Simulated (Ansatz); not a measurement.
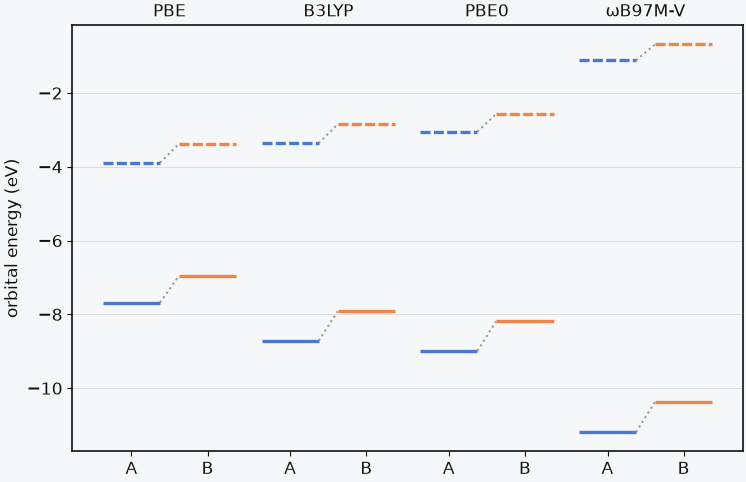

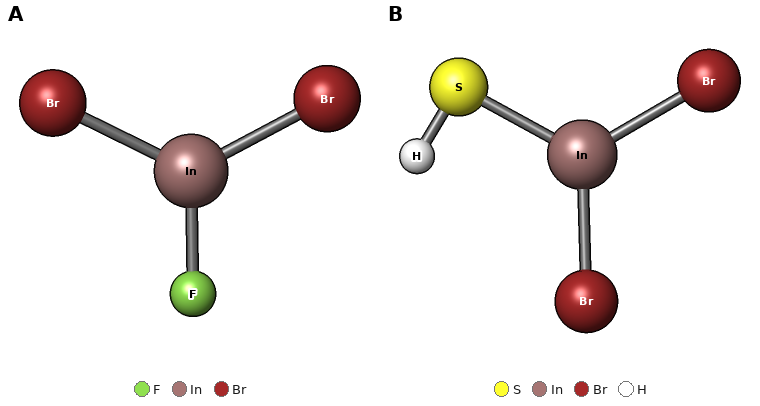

One change: A, InBr₂F (SMILES [F][In]([Br])[Br]), becomes B, InHSBr₂ (SMILES [SH][In]([Br])[Br]). F on In is replaced by SH. HOMO (solid) and LUMO (dashed) computed in def2-TZVPP at PBE0-D4/def2-TZVP geometries, both minima by their frequencies, gas phase, the Ansatz code 0.2.0.

**What does the change do to HOMO and LUMO?**

PBE: the HOMO rises by 0.73 eV, the LUMO rises by 0.51 eV, and the separation goes from 3.79 to 3.57 eV. B3LYP: the HOMO rises by 0.79 eV, the LUMO rises by 0.52 eV, and the separation goes from 5.35 to 5.08 eV. PBE0: the HOMO rises by 0.81 eV, the LUMO rises by 0.49 eV, and the separation goes from 5.94 to 5.62 eV. ωB97M-V: the HOMO rises by 0.82 eV, the LUMO rises by 0.44 eV, and the separation goes from 10.08 to 9.69 eV.

**Do the functionals agree on the effect?**

They agree on the direction for both levels; the HOMO shift lies between 0.73 and 0.82 eV and the LUMO shift between 0.44 and 0.52 eV, while the separations themselves differ by up to 6.3 eV between functionals.

Known limits of this run: core potentials past krypton; spin-orbit coupling is left out, and with In it can shift these values.
